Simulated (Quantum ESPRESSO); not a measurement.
# Dipole at the next field: puckered SnSe, 1 layer

**Set-up.** Quantum ESPRESSO 7.5, LDA, GBRV ultrasoft; sawtooth field along the normal with dipole correction, ions clamped, threshold 1e-9 Ry; cell area 18.951 Å².

| field (V/Å) | dipole (e Å a cell) |
| --- | --- |
| 0 | 0.00004 |
| 0.1 | 0.05698 |
| 0.2 | 0.11397 |

To predict: What is the dipole at 0.3 V/Å, and what electrostatic thickness 4πα/A follows from the rows?

**Worked estimate.** The slope is (0.11397 − (0.00004))/0.2 = 0.5696 e Å²/V, so 4πα/A = 180.95 × 0.5696/18.951 = 5.44 Å. Linear response gives p = 0.00004 + 0.5696 × (0.3) = 0.17094 e Å; a parabola through the three rows gives 0.17101.

**Check.** p = 0.17103 e Å. The line misses by 0.1 % of the induced dipole and the parabola by 0.0 %. The response is linear over this range.

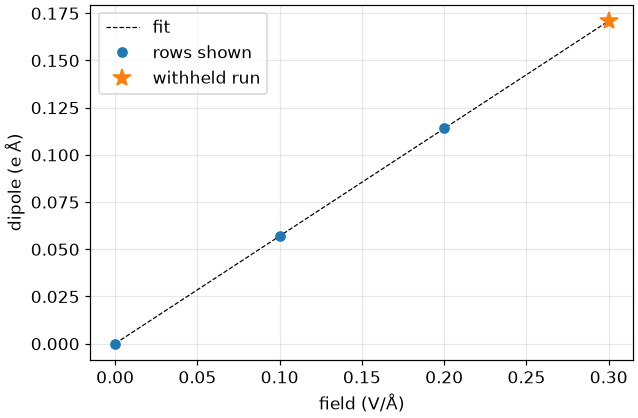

The rows shown, the fit and the withheld run.

Caveats: Electrons alone respond; local and semilocal functionals tend to overscreen.
